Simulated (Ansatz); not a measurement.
```yaml
atoms:
  - { symbol: C, position_ang: [-1.4048, -0.3043, 1.2996] }
  - { symbol: Si, position_ang: [0.3144, 0.1242, 0.7020] }
  - { symbol: N, position_ang: [1.0361, -1.3585, 0.1235] }
  - { symbol: Si, position_ang: [0.2836, 1.3849, -1.2814] }
  - { symbol: O, position_ang: [0.1665, 0.2204, -2.4560] }
  - { symbol: H, position_ang: [-1.9220, 0.5933, 1.6467] }
  - { symbol: H, position_ang: [-1.9982, -0.7480, 0.4970] }
  - { symbol: H, position_ang: [-1.3680, -1.0109, 2.1334] }
  - { symbol: H, position_ang: [1.0643, 0.7701, 1.8248] }
  - { symbol: H, position_ang: [2.0172, -1.3482, -0.1162] }
  - { symbol: H, position_ang: [0.8267, -2.2095, 0.6256] }
  - { symbol: H, position_ang: [1.5136, 2.2072, -1.4784] }
  - { symbol: H, position_ang: [-0.8783, 2.3098, -1.3925] }
  - { symbol: H, position_ang: [0.3360, -0.6599, -2.0993] }
```

Geometry: PBE0-D4/def2-TZVP.

All numbers below come from RKS PBE0-D4/def2-TZVPP in Ansatz 0.2.0.

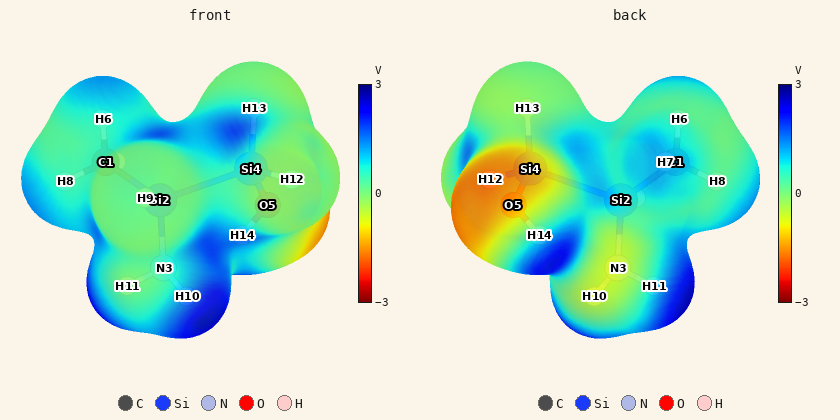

CH9NOSi2 (SMILES C[SiH](N)[SiH2]O). The electrostatic potential painted on the density surface at 0.004 e/bohr³, seen from the front and from behind; red is negative and blue positive.

Question: Describe the electrostatic potential map.

Answer: The most negative region (about −1.7 V) lies over O5, the most positive (about +2.6 V) over H10 and H11. O5 is the likeliest acceptor of a hydrogen bond.
